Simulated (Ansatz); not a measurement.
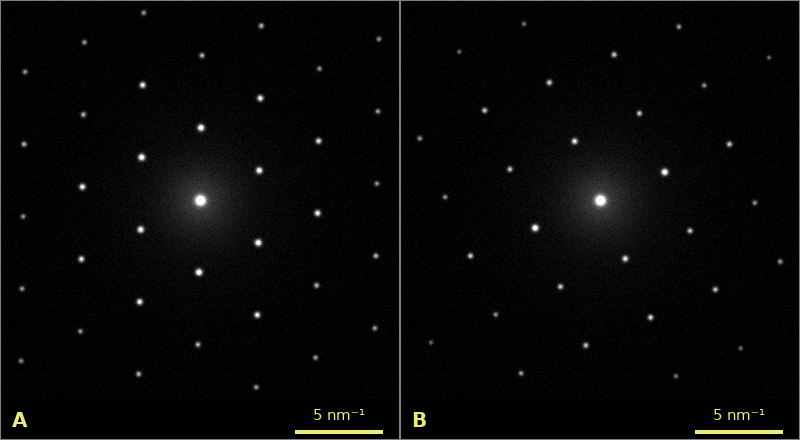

Kinematic electron diffraction patterns (200 kV, B = 0.5 Å², same scale, each along a low-index zone) of two structures of composition NaTa, each relaxed at zero pressure with DFT PBE, scalar-relativistic, plane waves, PAW (Ansatz).

The structures (standard cells):
1. P4/mmm (No. 123), a = 2.720 Å, c = 5.840 Å, 2 atoms; generated start, possibly hypothetical
2. Amm2 (No. 38), a = 5.962 Å, b = 2.708 Å, c = 5.250 Å, 4 atoms; generated start, possibly hypothetical

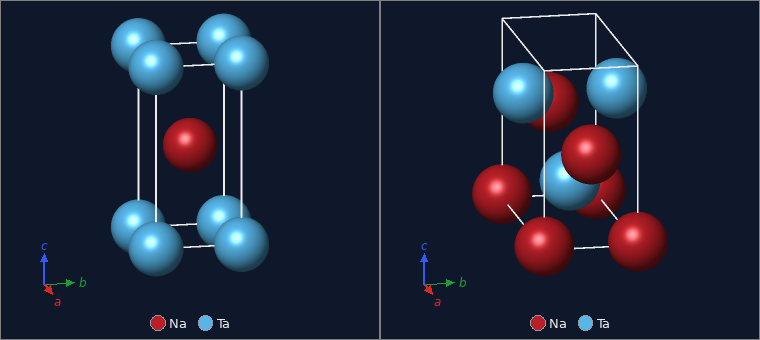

Drawings of the structures 1 to 2, from left to right (each may span several cells).

Q: Which pattern belongs to which structure, and along which zone?

A: A is structure 2 along [100]: centred rectangular net of 0 0 2 at d = 2.62 Å and 0 1 1 at d = 2.41 Å, 62.7° apart. B is structure 1 along [101] or an equivalent direction: rectangular net of 0 1 0 at d = 2.72 Å and 1 0 -1 at d = 2.47 Å, 90.0° apart.

Q: Which structure lies lowest at this level of theory, and by how much?

A: Structure 2 (Amm2, 21.19 Å³ an atom) is the lowest of these; structure 1 (P4/mmm, 21.61 Å³ an atom) lies about 200 meV an atom higher. These are static energies at 0 K; other structures, not shown, may lie lower still.
